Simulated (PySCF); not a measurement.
C₃H₁₂NOSi₂ (doublet)

```xyz
19

C    -3.4767   -0.1895   -0.4863
N    -2.6128   -0.0630    0.6562
Si   -0.9471    0.4213    0.5679
Si    0.1043   -0.7549   -1.0791
C     1.9077   -0.4459   -0.5351
O     1.8267    0.6379    0.3707
C     3.0510    1.0174    0.9348
H    -2.8799   -0.4774   -1.3501
H    -3.9977    0.7452   -0.7245
H    -4.2289   -0.9625   -0.3106
H    -3.1353    0.1322    1.4957
H    -0.6280    0.3341    2.0043
H     0.0890   -2.1839   -1.4875
H    -0.1050   -0.0734   -2.3756
H     2.5612   -0.1886   -1.3766
H     2.3541   -1.3176   -0.0396
H     2.8440    1.8424    1.6146
H     3.7579    1.3473    0.1629
H     3.5060    0.1881    1.4925
```

Geometry: GFN2-xTB.

These are results of UKS B3LYP, pcH-1 on C H N O Si, non-relativistic, mean-field spin-orbit, GIAO (PySCF 2.14.0, density-fitted response routines), not measurements.

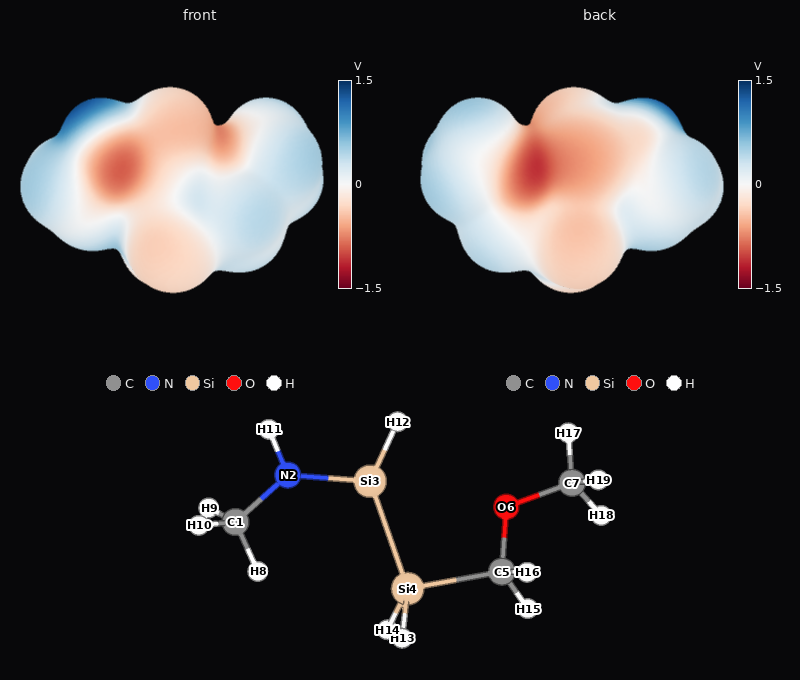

Figure 1. The electrostatic potential painted on the density surface at 0.001 e/bohr³, seen from the front and from behind; the colour scale runs from red (negative) to blue (positive). The bare structure is drawn below in the same view.

**Where is the surface potential most negative and most positive?**

The most negative region (about −1.0 V) lies over O6, the most positive (about +1.2 V) over H11. O6 is the likeliest acceptor of a hydrogen bond.

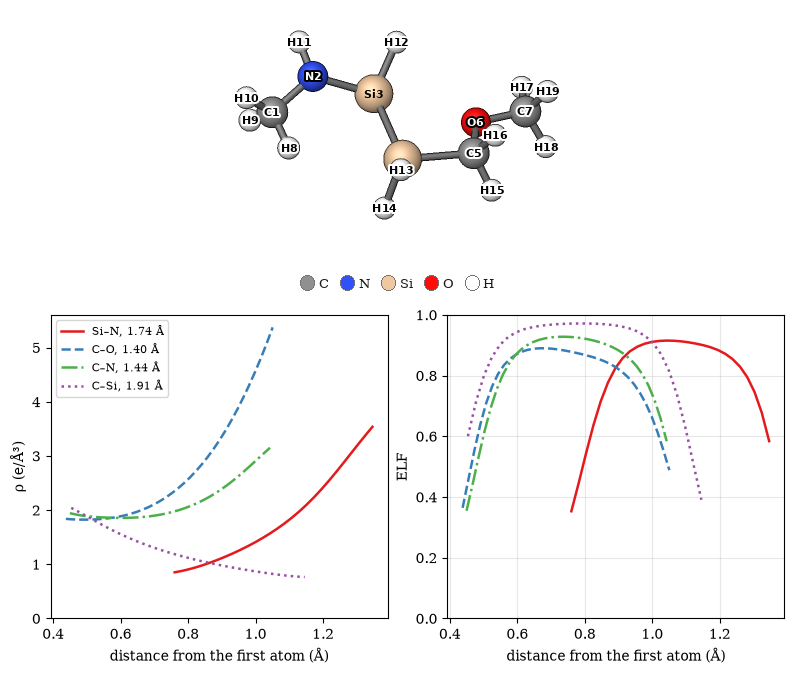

Figure 2. Total electron density and electron localisation function along straight lines between neighbouring atoms. The curves leave out the atomic cores. The structure is drawn too.

**What can be read from the curves?**

Si–N (1.74 Å): ρ at the midpoint is about 1 e/Å³; the ELF peaks at about 0.90 between the atoms: a polar covalent bond.
C–O (1.40 Å): the density is about 2.1 e/Å³ at the midpoint, with its minimum of 1.8 e/Å³ about 0.5 Å from C; the ELF peaks at about 0.90 between the atoms; a polar covalent bond.
C–N (1.44 Å): the density is about 1.9 e/Å³ at the midpoint; the ELF peaks at about 0.95 between the atoms (a covalent bond).
C–Si (1.91 Å): the density is about 0.92 e/Å³ at the midpoint; the ELF peaks at about 1 between the atoms (a covalent bond).
